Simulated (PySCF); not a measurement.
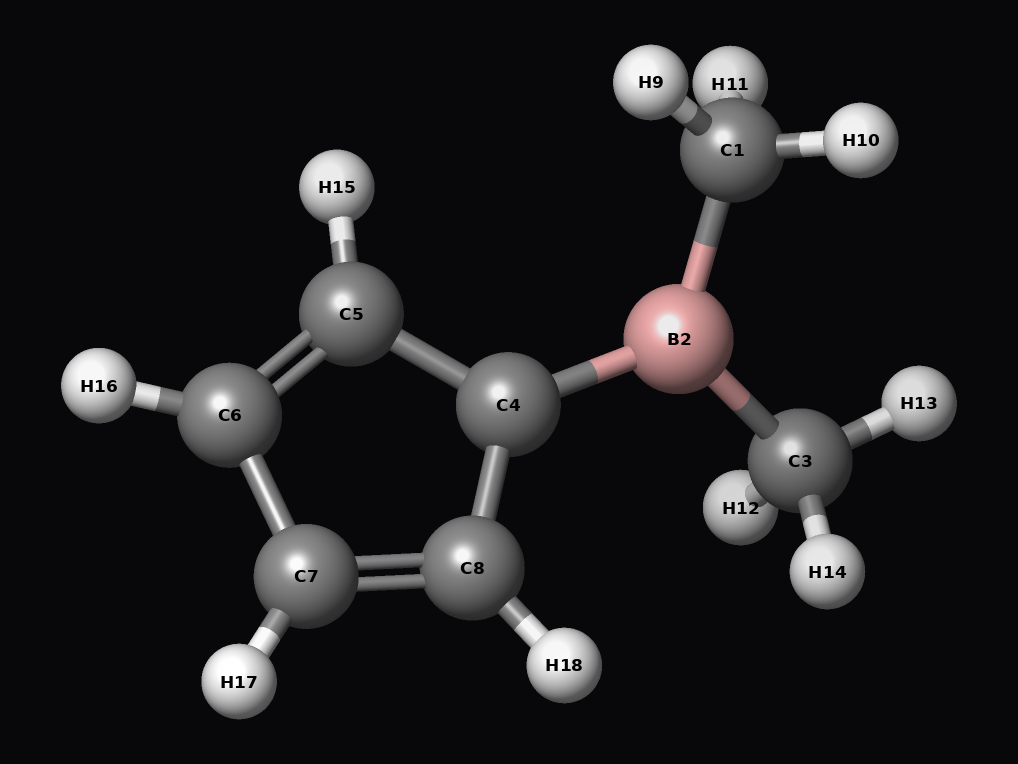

The species is neutral and a spin doublet. The computed structure is the end point of a GFN2-xTB optimisation. No frequency run is at hand to confirm it as a minimum. Computed with UKS B3LYP, pcH-1 on B C H, non-relativistic (PySCF 2.14.0). Fermi-contact and spin-dipolar terms alone, no spin-orbit part.

Question: Which nucleus has the largest dipolar (anisotropic) hyperfine coupling?

Answer: 13C at C4: principal values −44.6, −43.6, 88.2 MHz.

List the isotropic and dipolar parts for the most strongly coupled nuclei, one of each equivalent set.

```csv
atom,isotope,a_iso (MHz),dipolar part (MHz)
C4,13C,39.3,"−44.6, −43.6, 88.2"
C7,13C,18.1,"−26.4, −24.8, 51.2"
C6,13C,14.4,"−23.8, −22.3, 46.1"
H17,1H,−21.8,"−13.5, −2.0, 15.5"
H16,1H,−19.8,"−12.4, −2.1, 14.4"
C8,13C,−25.4,"−13.7, 6.1, 7.6"
C5,13C,−23.0,"−10.6, 4.5, 6.1"
B2,11B,−15.2,"−5.4, −0.5, 6.0"
```

The geometry is semi-empirical. Around B such bond lengths and angles can be off by a tenth of an ångström or more and by several degrees, and values that hang on the shape move with them.
